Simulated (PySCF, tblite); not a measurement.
# C₁₃H₁₄N₂: excited states

Wanted: excited states for C₁₃H₁₄N₂ (`CN(C)c1ccccc1-c1ccncc1`).

Computed with tblite 0.8.0 and PySCF 2.14.0 and routines of our own; the level stands in each step. Atoms count from 0.

## Step 1: The system as given

29 atoms, charge 0, multiplicity 1; geometry from: force field or distance geometry start.

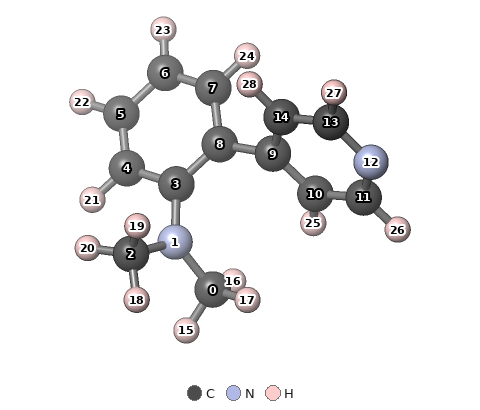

The starting geometry (carbon dark grey, nitrogen light blue, hydrogen pink).

## Step 2: Relaxing the molecule with GFN2-xTB

Job settings and geometry (Å):

```
{"job": {"kind": "relax", "xc": "GFN2-xTB", "basis": "xTB"}, "charge": 0, "multiplicity": 1}
C     -1.897600    -1.335100    -1.089200
N     -1.625500    -0.676500     0.151100
C     -2.036300    -1.382300     1.376700
C     -0.975400     0.566200     0.335800
C     -1.788400     1.582000     0.865800
C     -1.308100     2.846100     1.107200
C      0.023100     3.122600     0.846600
C      0.830900     2.127400     0.351400
C      0.345600     0.826300     0.087400
C      1.306900    -0.093700    -0.453400
C      1.255000    -0.738300    -1.651800
C      2.264100    -1.615400    -2.007900
N      3.321800    -1.863400    -1.209700
C      3.413100    -1.244900    -0.039200
C      2.416400    -0.356900     0.355000
H     -2.950500    -1.727500    -1.099800
H     -1.884100    -0.592800    -1.941900
H     -1.236300    -2.168300    -1.347800
H     -2.486800    -2.344400     1.071200
H     -1.171200    -1.623500     2.031500
H     -2.802400    -0.733100     1.860600
H     -2.832900     1.381300     1.067100
H     -1.960600     3.625700     1.522600
H      0.464200     4.082400     1.023300
H      1.864600     2.359100     0.152500
H      0.459400    -0.592100    -2.350100
H      2.223500    -2.125500    -2.968900
H      4.232600    -1.400400     0.649800
H      2.514800     0.123000     1.314800
```

On the command line:

```console
$ OMP_NUM_THREADS=1 python excited_run.py task.json out
```

The driver reads the jobs from task.json and runs them one after another.

Standard output:

```text
step      E/eV     max force
  0   -1109.49882    1.882
  1   -1109.69535    0.794
  2   -1109.75968    0.666
  3   -1109.80685    0.436
  4   -1109.83230    0.361
  5   -1109.85033    0.257
  6   -1109.86046    0.166
  7   -1109.86649    0.152
  8   -1109.87059    0.125
  9   -1109.87397    0.135
 10   -1109.87732    0.143
 11   -1109.88061    0.132
 12   -1109.88372    0.133
 13   -1109.88700    0.140
 14   -1109.89108    0.167
 15   -1109.89632    0.193
 16   -1109.90230    0.188
 17   -1109.90839    0.171
 18   -1109.91463    0.197
 19   -1109.92091    0.212
 20   -1109.92703    0.176
 21   -1109.93280    0.160
 22   -1109.93818    0.154
 23   -1109.94335    0.167
 24   -1109.94837    0.139
 25   -1109.95336    0.140
 26   -1109.95838    0.146
 27   -1109.96338    0.191
 28   -1109.96811    0.168
 29   -1109.97250    0.198
 30   -1109.97733    0.175
 31   -1109.98369    0.182
 32   -1109.99400    0.208
 33   -1109.99987    0.194
 34   -1110.00889    0.213
 35   -1110.01743    0.244
 36   -1110.02663    0.203
 37   -1110.03268    0.160
 38   -1110.03569    0.137
 39   -1110.03859    0.185
 40   -1110.04152    0.132
 41   -1110.04657    0.090
 42   -1110.04823    0.104
 43   -1110.05177    0.117
 44   -1110.05467    0.129
 45   -1110.05853    0.122
 46   -1110.06207    0.111
 47   -1110.06580    0.126
 48   -1110.06954    0.135
 49   -1110.07212    0.136
 50   -1110.07437    0.103
 51   -1110.07608    0.079
 52   -1110.07808    0.069
 53   -1110.07927    0.080
 54   -1110.08085    0.094
 55   -1110.08181    0.080
 56   -1110.08268    0.058
 57   -1110.08342    0.046
 58   -1110.08404    0.043
 59   -1110.08456    0.043
 60   -1110.08513    0.049
 61   -1110.08581    0.056
 62   -1110.08652    0.050
 63   -1110.08719    0.050
 64   -1110.08787    0.052
 65   -1110.08867    0.054
 66   -1110.08952    0.066
 67   -1110.09029    0.049
 68   -1110.09087    0.046
 69   -1110.09138    0.042
 70   -1110.09191    0.049
 71   -1110.09245    0.048
 72   -1110.09289    0.045
 73   -1110.09324    0.033
 74   -1110.09357    0.032
 75   -1110.09389    0.032
 76   -1110.09421    0.033
 77   -1110.09454    0.038
 78   -1110.09487    0.041
 79   -1110.09522    0.034
 80   -1110.09557    0.031
 81   -1110.09593    0.034
 82   -1110.09629    0.034
 83   -1110.09662    0.035
 84   -1110.09688    0.031
 85   -1110.09707    0.029
 86   -1110.09722    0.022
 87   -1110.09734    0.024
 88   -1110.09745    0.022
 89   -1110.09755    0.023
 90   -1110.09766    0.019
 91   -1110.09779    0.021
 92   -1110.09792    0.022
 93   -1110.09808    0.026
 94   -1110.09827    0.031
 95   -1110.09848    0.030
 96   -1110.09867    0.024
 97   -1110.09881    0.024
 98   -1110.09893    0.027
 99   -1110.09906    0.026
100   -1110.09921    0.026
101   -1110.09939    0.030
102   -1110.09958    0.027
103   -1110.09975    0.028
104   -1110.09989    0.027
105   -1110.10003    0.027
106   -1110.10019    0.026
107   -1110.10037    0.028
108   -1110.10053    0.026
109   -1110.10067    0.030
110   -1110.10081    0.024
111   -1110.10096    0.023
112   -1110.10109    0.025
113   -1110.10122    0.024
114   -1110.10132    0.018
115   -1110.10144    0.020
116   -1110.10156    0.023
117   -1110.10168    0.023
118   -1110.10179    0.020
119   -1110.10188    0.018
120   -1110.10196    0.017
121   -1110.10202    0.014
122   -1110.10207    0.012
123   -1110.10212    0.015
124   -1110.10219    0.020
125   -1110.10228    0.026
126   -1110.10240    0.024
127   -1110.10255    0.024
128   -1110.10272    0.033
129   -1110.10295    0.040
130   -1110.10327    0.041
131   -1110.10372    0.039
132   -1110.10423    0.040
133   -1110.10475    0.044
134   -1110.10519    0.050
135   -1110.10564    0.050
136   -1110.10610    0.037
137   -1110.10681    0.034
138   -1110.10712    0.036
139   -1110.10757    0.033
140   -1110.10794    0.036
141   -1110.10838    0.041
142   -1110.10886    0.054
143   -1110.10952    0.055
144   -1110.11024    0.056
145   -1110.11115    0.051
146   -1110.11249    0.062
147   -1110.11186    0.168
148   -1110.11432    0.066
149   -1110.11511    0.057
150   -1110.11689    0.114
151   -1110.11809    0.071
152   -1110.11971    0.064
153   -1110.12201    0.087
154   -1110.12321    0.084
155   -1110.12553    0.103
156   -1110.12868    0.136
157   -1110.13016    0.210
158   -1110.13502    0.155
159   -1110.13886    0.174
160   -1110.14396    0.192
161   -1110.14788    0.165
162   -1110.15256    0.173
163   -1110.15754    0.194
164   -1110.15879    0.221
165   -1110.16288    0.226
166   -1110.16728    0.109
167   -1110.17116    0.111
168   -1110.18121    0.170
169   -1110.18697    0.174
170   -1110.19261    0.212
171   -1110.19709    0.307
172   -1110.19810    0.340
173   -1110.20560    0.129
174   -1110.20854    0.098
175   -1110.21221    0.111
176   -1110.21805    0.133
177   -1110.22138    0.134
178   -1110.22520    0.160
179   -1110.22916    0.120
180   -1110.23166    0.135
181   -1110.23331    0.101
182   -1110.23455    0.053
183   -1110.23543    0.068
184   -1110.23617    0.059
185   -1110.23721    0.065
186   -1110.23854    0.076
187   -1110.23988    0.085
188   -1110.24149    0.096
189   -1110.24335    0.096
190   -1110.24578    0.108
191   -1110.24868    0.104
192   -1110.25219    0.119
193   -1110.25556    0.127
194   -1110.25890    0.177
195   -1110.26211    0.138
196   -1110.26697    0.112
197   -1110.27144    0.146
198   -1110.27678    0.174
199   -1110.28223    0.144
200   -1110.28693    0.152
201   -1110.29115    0.151
202   -1110.29605    0.139
203   -1110.30004    0.096
204   -1110.30235    0.079
205   -1110.30361    0.066
206   -1110.30477    0.056
207   -1110.30529    0.048
208   -1110.30565    0.037
209   -1110.30594    0.035
210   -1110.30633    0.027
211   -1110.30657    0.026
212   -1110.30676    0.025
213   -1110.30688    0.025
214   -1110.30700    0.023
215   -1110.30710    0.020
216   -1110.30719    0.019
217   -1110.30728    0.019
218   -1110.30738    0.022
219   -1110.30750    0.017
220   -1110.30761    0.018
221   -1110.30771    0.015
222   -1110.30779    0.017
223   -1110.30787    0.019
224   -1110.30795    0.020
225   -1110.30803    0.021
226   -1110.30812    0.022
227   -1110.30822    0.026
228   -1110.30832    0.027
229   -1110.30842    0.023
230   -1110.30856    0.022
231   -1110.30872    0.022
232   -1110.30892    0.020
233   -1110.30911    0.024
234   -1110.30928    0.022
235   -1110.30942    0.020
236   -1110.30956    0.023
237   -1110.30971    0.025
238   -1110.30988    0.024
239   -1110.31002    0.019
240   -1110.31011    0.016
241   -1110.31016    0.012
242   -1110.31019    0.011
243   -1110.31022    0.010
```

Run time: 3.4 s. Hardware: 1 thread of Arm Neoverse V1, shared host; peak memory 0.17 GiB.

Step by step: (not every step is listed)

```tsv
step	energy from step 0 (eV)	largest force (eV/Å)
0	0.0000	1.8821
1	-0.1965	0.7943
2	-0.2609	0.6656
3	-0.3080	0.4357
4	-0.3335	0.3607
5	-0.3515	0.2572
6	-0.3616	0.1657
7	-0.3677	0.1520
8	-0.3718	0.1253
31	-0.4849	0.1819
54	-0.5820	0.0941
77	-0.5957	0.0377
100	-0.6004	0.0263
123	-0.6033	0.0154
146	-0.6137	0.0624
169	-0.6881	0.1740
192	-0.7534	0.1186
215	-0.8083	0.0203
238	-0.8111	0.0238
239	-0.8112	0.0194
240	-0.8113	0.0157
241	-0.8113	0.0119
242	-0.8114	0.0107
243	-0.8114	0.0097
```

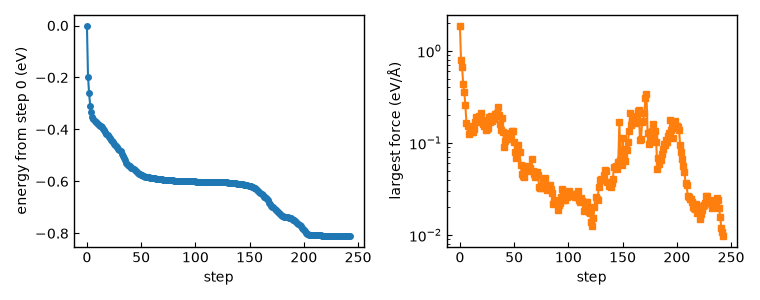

Energy and force, step by step.

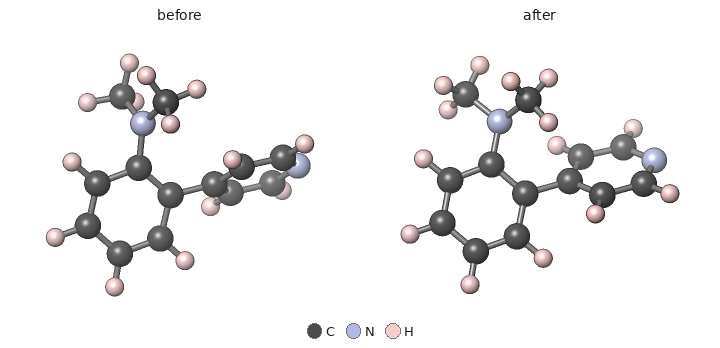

Before and after, at one scale.

Distances of close pairs at the start and the end, largest changes first:

```tsv
bond	before (Å)	after (Å)	change (Å)
C0–H16	1.131	1.086	-0.045
C3–C8	1.369	1.410	+0.041
C8–C9	1.436	1.472	+0.036
C9–C10	1.362	1.395	+0.033
N1–C2	1.473	1.442	-0.030
C11–N12	1.348	1.322	-0.026
C0–H15	1.124	1.098	-0.026
C7–C8	1.414	1.390	-0.024
```

The end geometry stands in the next job.

## Step 3: Vibrational analysis with GFN2-xTB

Job settings and geometry (Å):

```
{"job": {"kind": "ir", "xc": "GFN2-xTB", "basis": "xTB"}, "charge": 0, "multiplicity": 1}
C     -1.331361    -1.591643    -0.561263
N     -1.261879    -0.809499     0.653684
C     -2.243702    -1.219290     1.627601
C     -0.906018     0.533311     0.576331
C     -1.682797     1.536585     1.160635
C     -1.316985     2.866416     1.081386
C     -0.169416     3.237123     0.403271
C      0.622070     2.256311    -0.164409
C      0.288797     0.910444    -0.069526
C      1.254313    -0.074598    -0.584805
C      1.833110     0.067619    -1.845606
C      2.775984    -0.858085    -2.258082
N      3.173626    -1.878176    -1.516628
C      2.634505    -2.009054    -0.314987
C      1.680586    -1.148302     0.197032
H     -2.373022    -1.703806    -0.890488
H     -0.772610    -1.115014    -1.361113
H     -0.914264    -2.587296    -0.389331
H     -2.156606    -2.299098     1.758658
H     -2.039412    -0.739395     2.583035
H     -3.276356    -0.996026     1.323712
H     -2.597781     1.279046     1.670127
H     -1.941692     3.617748     1.541880
H      0.114911     4.275539     0.328762
H      1.543953     2.528726    -0.658615
H      1.537037     0.876984    -2.496487
H      3.237565    -0.783250    -3.234805
H      2.990982    -2.851165     0.264744
H      1.276559    -1.294203     1.186148
```

Standard output:

```text
mode    cm-1     km/mol
  1      63.0      1.71
  2      67.7      3.57
  3      74.1      0.79
  4      81.9      1.14
  5     125.5      0.76
  6     154.0      0.36
  7     225.5      0.69
  8     238.4      4.64
  9     266.8      0.73
 10     289.0      4.74
 11     311.5      3.73
 12     317.3      0.92
 13     336.7      0.34
 14     380.2      1.13
 15     427.9      0.96
 16     507.1      1.33
 17     514.1      4.68
 18     525.0      1.73
 19     557.9      6.80
 20     586.3      7.60
 21     628.7      1.14
 22     687.4      2.84
 23     711.2      3.33
 24     723.5      2.68
 25     771.2     22.18
 26     775.5     18.74
 27     804.9      2.71
 28     866.2      0.34
 29     888.4      0.08
 30     910.1      0.54
 31     916.9      0.58
 32     921.0      0.17
 33     925.2      0.34
 34     968.7      9.23
 35     993.6     13.33
 36    1046.9      8.41
 37    1054.1      3.88
 38    1089.9      4.23
 39    1098.7      6.52
 40    1108.4      1.76
 41    1117.2      1.19
 42    1121.2     23.96
 43    1137.9     19.53
 44    1171.8     21.77
 45    1186.6      0.96
 46    1207.9      4.84
 47    1227.8     13.44
 48    1260.1      5.50
 49    1267.0      0.71
 50    1284.4      5.98
 51    1284.5      1.31
 52    1321.4      9.03
 53    1351.5     59.14
 54    1376.0     19.40
 55    1414.2      0.12
 56    1422.0     16.80
 57    1435.7     14.35
 58    1464.8     58.07
 59    1478.7      1.79
 60    1488.7      8.82
 61    1489.8     42.72
 62    1497.7      6.69
 63    1507.5     37.80
 64    1546.3     11.24
 65    1566.6     24.13
 66    1581.4    154.91
 67    1593.9     72.99
 68    2872.2     76.75
 69    2892.0     77.73
 70    2963.4     41.21
 71    2993.0     46.20
 72    3024.6     24.35
 73    3049.3     41.99
 74    3050.8     42.60
 75    3059.6     21.56
 76    3072.9     10.68
 77    3077.1     28.41
 78    3082.3     32.36
 79    3094.3     72.59
 80    3102.0     22.22
 81    3105.3     48.72
```

Wall time 2.2 s (1 thread of Arm Neoverse V1, shared host); peak memory 0.17 GiB.

Which atoms move in the most intense modes:

```tsv
cm⁻¹	km/mol	atoms
1352	59.1	N1 31 %
1465	58.1	C3 13 %
1581	154.9	C11 21 %, C14 19 %, C13 19 %, C10 18 %
1594	73.0	C7 26 %, C4 24 %, C5 16 %, C8 12 %
2872	76.8	H20 92 %
2892	77.7	H15 89 %
3094	72.6	H23 70 %
3105	48.7	H21 82 %
```

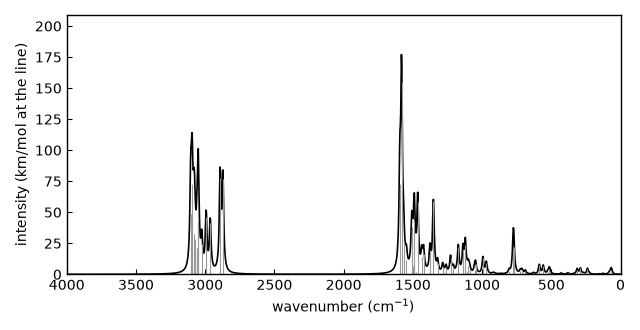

The infrared spectrum from these modes, unscaled. Lines are broadened to a width of 14 cm⁻¹ (Lorentzian).

## Step 4: Excited states: TDA wB97X-D/def2-SVP

The job, as its differences from that of step 3:

```diff
@@ -1,2 +1,2 @@
-{"job": {"kind": "ir", "xc": "GFN2-xTB", "basis": "xTB"}, "charge": 0, "multiplicity": 1}
+{"job": {"kind": "states", "xc": "wB97X-D", "basis": "def2-SVP", "tda": true, "soc": true, "nstates": 8, "ntriplets": 6, "nquad": 4}, "charge": 0, "multiplicity": 1}
 C     -1.331361    -1.591643    -0.561263
```

With the program's defaults for keys left out, this is: TDA wB97X-D/def2-SVP excited states, vertical, gas phase, spin-orbit mean-field couplings.

Standard output:

```text
coarse grid: 24928 points
cycle   1  E = -612.4913291173  dE =  3.434e+00  |g| = 4.252e-01  |ddm| = 6.467e+00
cycle   2  E = -612.5206028457  dE = -2.927e-02  |g| = 3.522e-01  |ddm| = 1.080e+00
cycle   3  E = -612.5463122940  dE = -2.571e-02  |g| = 8.823e-02  |ddm| = 4.323e-01
cycle   4  E = -612.5480128508  dE = -1.701e-03  |g| = 4.114e-02  |ddm| = 1.545e-01
cycle   5  E = -612.5484562040  dE = -4.434e-04  |g| = 7.567e-03  |ddm| = 6.464e-02
cycle   6  E = -612.5484727445  dE = -1.654e-05  |g| = 2.735e-03  |ddm| = 1.360e-02
cycle   7  E = -612.5484756108  dE = -2.866e-06  |g| = 9.805e-04  |ddm| = 5.344e-03
final grid: 242896 points
cycle   8  E = -612.6407621908  dE = -1.550e-04  |g| = 4.889e-03  |ddm| = 6.729e-02
cycle   9  E = -612.6407652322  dE = -3.041e-06  |g| = 4.298e-03  |ddm| = 1.270e-02
cycle  10  E = -612.6407690995  dE = -3.867e-06  |g| = 8.318e-04  |ddm| = 4.465e-03
cycle  11  E = -612.6407692801  dE = -1.807e-07  |g| = 4.014e-04  |ddm| = 1.873e-03
cycle  12  E = -612.6407693270  dE = -4.686e-08  |g| = 9.090e-05  |ddm| = 6.075e-04
cycle  13  E = -612.6407693309  dE = -3.948e-09  |g| = 4.710e-05  |ddm| = 2.335e-04
cycle  14  E = -612.6407693322  dE = -1.235e-09  |g| = 2.081e-05  |ddm| = 1.150e-04
cycle  15  E = -612.6407693324  dE = -2.149e-10  |g| = 6.001e-06  |ddm| = 4.958e-05
converged SCF energy = -612.6407693324

Singlet excitations
state   eV       nm        f     d(h-e)  d(exc)  Lambda  PR(NTO)  |dmu|/D   mu/D   main configurations
  1   4.4240   280.3   0.12000   1.539   3.714   0.554   1.112    5.055    7.945   H->L 0.91
  2   5.0218   246.9   0.00416   1.344   2.953   0.474   1.157    3.773    1.801   H-2->L 0.74, H-2->L+3 0.15
  3   5.1912   238.8   0.04626   0.486   3.242   0.643   1.749    1.436    3.980   H->L+2 0.58, H-1->L 0.17
  4   5.2998   233.9   0.00486   0.508   2.972   0.374   1.158    0.920    2.754   H-2->L+1 0.69, H->L+1 0.18
  5   5.4300   228.3   0.00717   0.674   3.378   0.399   1.644                     H->L+1 0.34, H-2->L+1 0.26, H-3->L 0.23
  6   5.9278   209.2   0.06873   1.508   3.854   0.452   1.948                     H->L+1 0.34, H-3->L 0.32, H->L+3 0.10
  7   6.0243   205.8   0.20222   1.335   3.624   0.617   1.497                     H->L+3 0.58, H-1->L+2 0.12, H->L+2 0.10
  8   6.1370   202.0   0.43868   1.017   3.822   0.723   1.746                     H-1->L 0.68, H->L+2 0.14, H->L+3 0.08

Triplet excitations (Tamm-Dancoff)
state   eV     d(h-e)  d(exc)  Lambda  PR(NTO)   main configurations
  1   3.5645   0.562   3.199   0.592   1.191   H->L 0.68, H->L+3 0.10, H-1->L 0.09
  2   4.1262   0.745   2.947   0.662   1.055   H->L+2 0.74, H->L 0.09
  3   4.2955   1.265   2.738   0.452   1.024   H-2->L 0.73, H-2->L+3 0.19
  4   4.3407   0.194   2.758   0.766   2.654   H-1->L 0.38, H-3->L+1 0.26, H->L+3 0.12
  5   4.5956   0.166   2.755   0.752   2.195   H-3->L+1 0.22, H-1->L 0.21, H-1->L+2 0.14
  6   4.7691   0.386   2.785   0.569   1.159   H-3->L 0.74, H-3->L+3 0.13
S1 - T1 = 0.8595 eV

Spin-orbit couplings |<S|Hso|T>| (cm-1)
             T1       T2       T3       T4       T5       T6
S0        1.304    1.065   25.111    1.130    0.433    0.704
S1        0.501    0.462    2.094    0.956    0.856    0.436
S2        3.318    0.851    0.548    5.917    1.761    1.446
S3        1.120    0.450    1.827    1.549    0.275    0.800
S4        0.160    0.123    0.634    0.691    0.902    2.103
S5        0.158    0.283    0.822    0.606    0.205    1.349
S6        0.532    0.592    1.335    0.540    0.198    0.378
S7        0.969    1.299    1.586    0.314    0.356    0.121
S8        0.543    0.426    4.268    0.141    0.762    0.488
T1 sublevels (cm-1): 0.000 0.000 0.001   radiative rates (1/s): 0.384 0.239 0.108
```

Wall time 3.2 min (1 thread of Arm Neoverse V1, shared host); peak memory 1.4 GiB.

In short:

```tsv
quantity	value
S1 less T1	0.86 eV
```

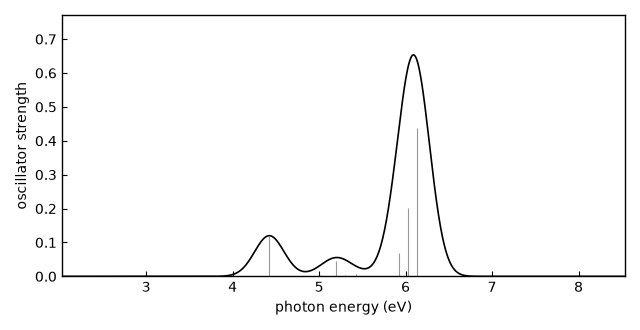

Absorption lines of the singlets. Lines are broadened to a width of 0.40 eV (Gaussian).

The fields below are evaluated on a grid from the run's orbitals.

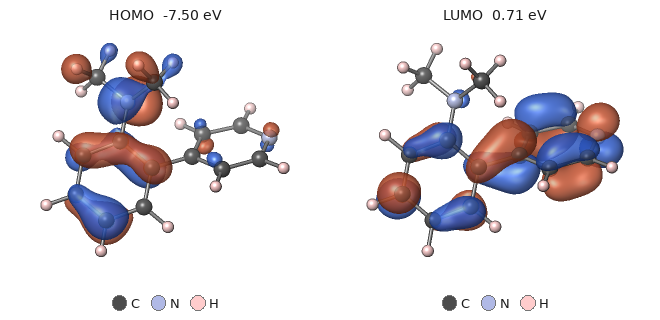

wB97X-D/def2-SVP orbitals near the gap, drawn at the value that encloses 70 % of each; the two colours are the two signs.

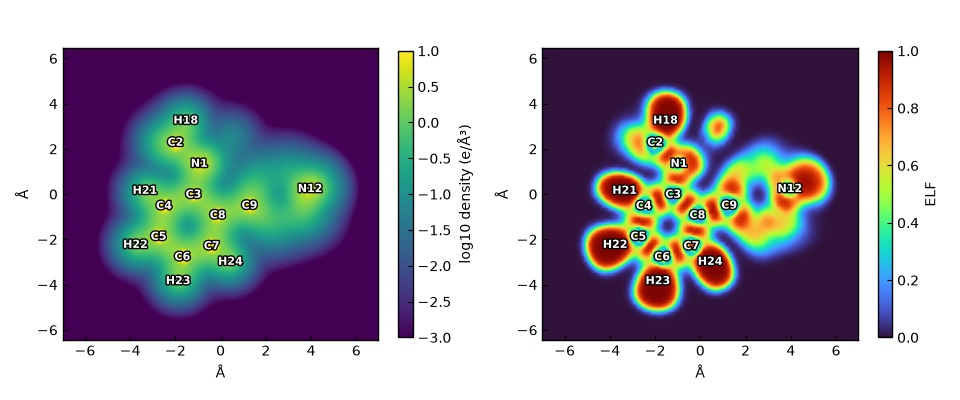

Density (left) and ELF (right) in a plane through or near 15 of the atoms.

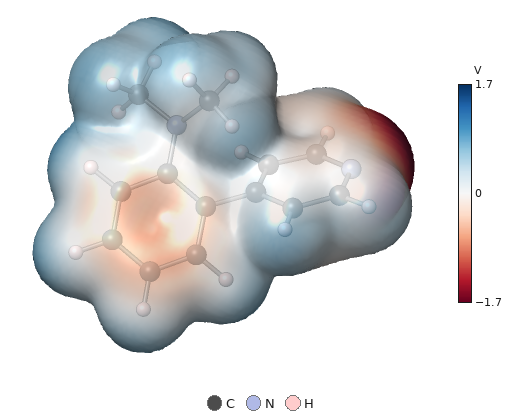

Electrostatic potential on the surface of density 0.002 e/bohr³; red is low, blue high. It runs from -1.70 V near N12 to 0.83 V near H21.

## Step 5: Outcome

| quantity | value |
| --- | --- |
| strongest single infrared mode (GFN2-xTB) | 1581 cm⁻¹, 155 km/mol |
| zero-point energy (GFN2-xTB) | 147.5 kcal/mol |
| S1 less T1 (step 4, TDA wB97X-D/def2-SVP) | 0.86 eV |
| potential on the surface of density 0.002 e/bohr³, 1st and 99th percentile | -1.70 V and 0.83 V |

**Reading.** All 81 modes are real, so the xTB geometry is a minimum. The strongest single mode, at 1581 cm⁻¹, has its largest shares on C11, C14, C13 and C10 (the list is cut at 4 atoms). GFN2-xTB is a fitted tight-binding method: band positions and strengths are rough. Its intensities can rank the bands wrongly. In step 4, the number of triplets below S1 is 4, and the largest singlet-triplet spin-orbit coupling is S0–T3, 25.11 cm⁻¹.
